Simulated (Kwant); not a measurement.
Device: wire with a side stub in a InAs two-dimensional gas. Effective mass 0.023 mₑ, grid spacing 3.3 nm, hard walls, nominal width 70 nm (21 grid rows, so walls 72.6 nm apart), one parabolic valley, scattering region 300 nm long along x; energies count from the band bottom; Fermi energy swept from 0.0013079 to 0.015532 eV. Closed stub on one side, 86 nm wide and 54 nm deep.

The device is made up for the run: typed textbook-type constants, with dimensions and the other settings drawn at random.

Kwant, effective-mass tight-binding model on a square grid, one spin, coherent transport at 0 K. Conductance is in e²/h.

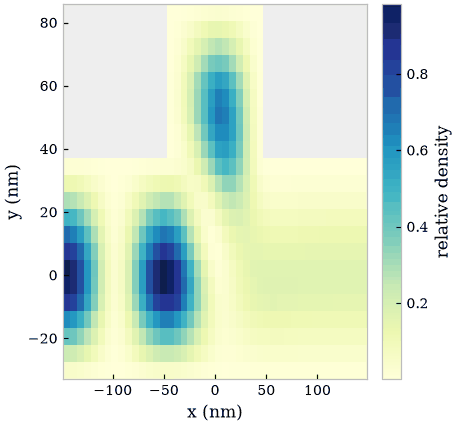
*Density of the scattering states that come in from the left lead, at energy = 0.0048938 eV, in bins, relative to the largest site value*

The conductance there is 0.50 e²/h with 1 open channel(s) in the leads.
